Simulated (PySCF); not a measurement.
**C4H9PSi2: density, localisation and related maps**

```xyz
16

C    -0.4123   -2.1529    1.7654
C    -0.5923   -1.5602    0.7344
Si   -0.7847   -0.6240   -0.8568
C    -1.5225    1.0676   -0.4710
C    -2.0571    1.4085    0.6899
P     1.1624   -0.2585   -1.9242
Si    2.4309    0.5707   -0.2889
H    -0.2747   -2.6761    2.6685
H    -1.6335   -1.4210   -1.7582
H    -1.4831    1.8042   -1.2652
H    -2.1151    0.7085    1.5075
H    -2.4609    2.3920    0.8792
H     1.6102   -1.5589   -1.8119
H     2.4161   -0.2439    0.9274
H     3.7953    0.6464   -0.8116
H     1.9138    1.9065    0.0041
```

Geometry: GFN2-xTB.

Theory: PBE0/pcSseg-1, SCF density, gas phase, non-relativistic in PySCF 2.14.0.

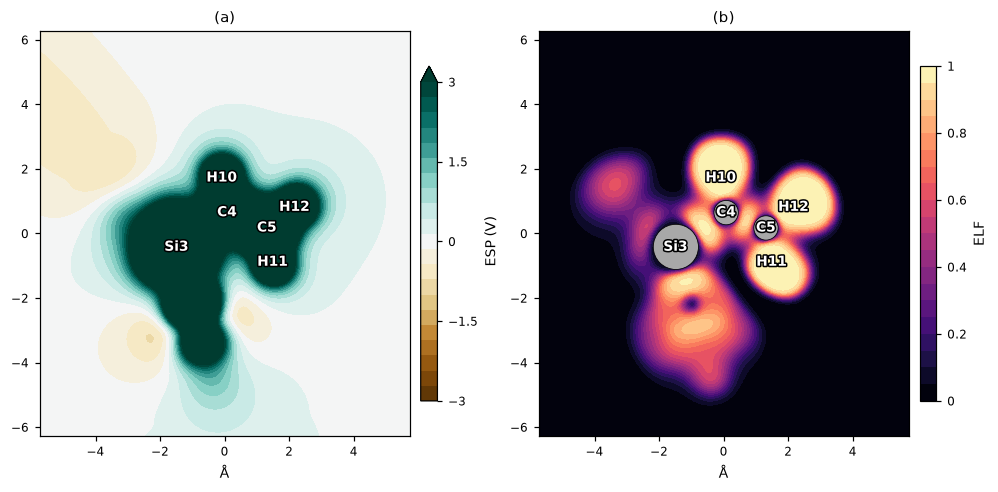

Figure 1. (a) electrostatic potential; (b) ELF on the plane of atoms C4, C5 and H11. Grey discs cover the atomic cores in the ELF map.

Q: Describe what can be read from this map.

A:
- The section cuts through Si, C and H sites.
- C–Si (1.89 Å): the ELF peaks at about 0.95 between the atoms; a covalent bond.
- C–H (1.08 Å): the ELF climbs to about 1 towards the hydrogen, as it does in any bond to H; a covalent bond by its length.
- C–C (1.32 Å): the ELF peaks at about 0.90 between the atoms; a short, multiple covalent bond.
- Outside the dense part of the molecule the potential is most negative (−0.7 V) near C2, which lies off the plane.

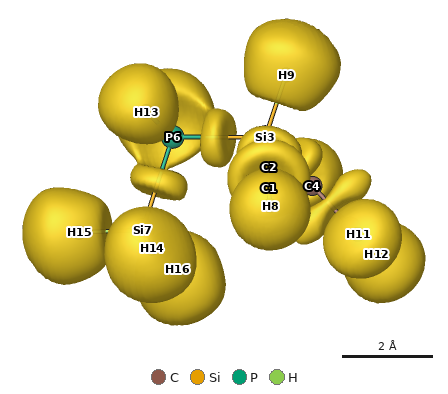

Figure 2. Isosurface of the electron localisation function at 0.8 (yellow), seen from one side. Only the valence region is drawn (cores and ρ < 0.01 e/Å³ removed).

Q: Describe the localisation domains.

A: The surface consists of two regions between bonded C–C atoms (shared pairs), two regions between bonded C–Si atoms (shared pairs), nine regions around hydrogen nuclei and one region on P in which the atom's valence shell and bonds are merged.


C–C (1.20 Å): the ELF peaks at about 0.85 between the atoms (a short, multiple covalent bond). C–Si (1.86 Å): the ELF peaks at about 0.95 between the atoms: a shared electron pair.

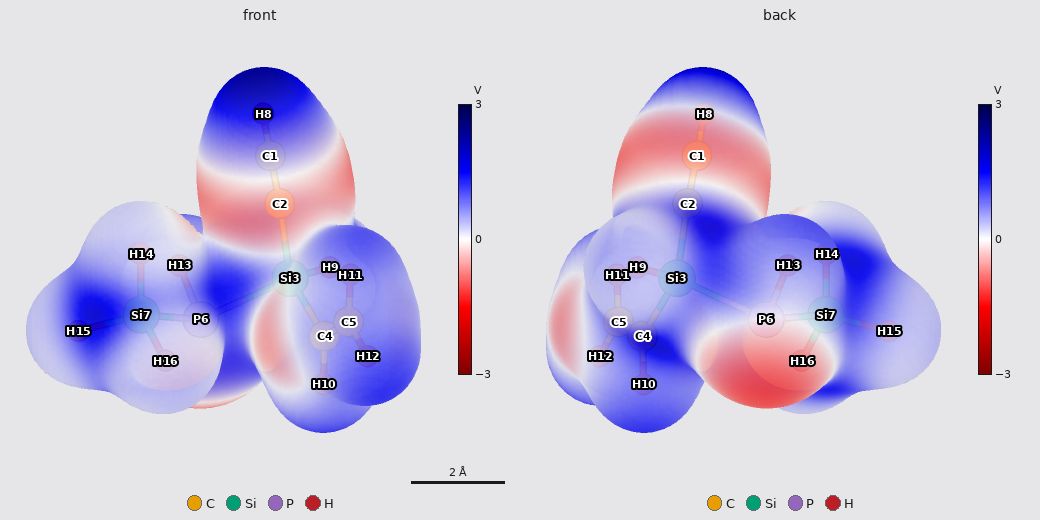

Figure 3. The electrostatic potential painted on the density surface at 0.004 e/bohr³, seen from the front and from behind; red is negative and blue positive.

Q: Which sites attract a positive test charge, and which a negative one?

A: A positive charge is drawn to the negative regions and a negative charge to the positive ones. The most negative region (about −1.1 V) lies over P6, the most positive (about +2.2 V) over H8.

Q: What dipole moment does the calculation give?

A: Its dipole moment is 1.58 D.
